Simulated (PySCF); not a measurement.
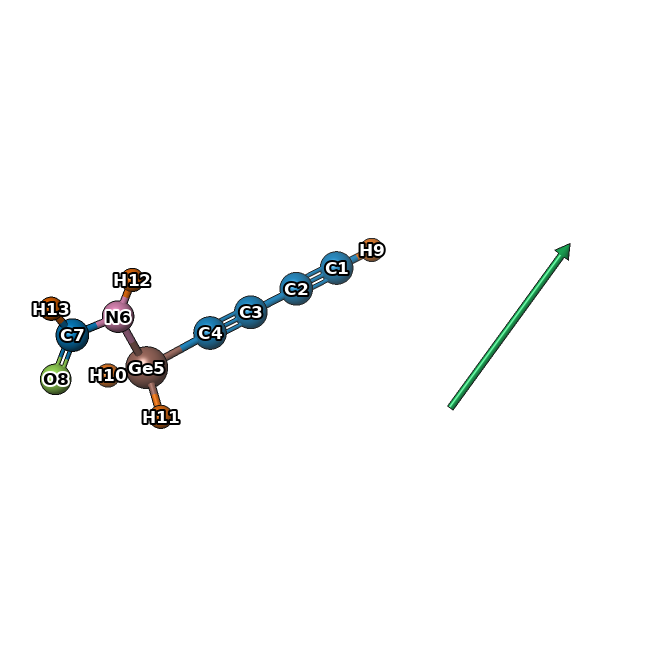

The arrow beside the molecule shows the direction of the dipole moment, from the negative to the positive end (its length means nothing). Computed geometry: GFN2-xTB optimisation. No frequency run is at hand to confirm it as a minimum. Properties computed with ωB97X-D/def2-SVPD, gas phase (PySCF 2.14.0).

Estimate the dipole moment.

3.27 D; it points from the side of O8 to the side of H9 (the outermost atoms at the two ends).

The geometry is semi-empirical. Around Ge such bond lengths and angles can be off by a tenth of an ångström or more and by several degrees, and values that hang on the shape move with them.
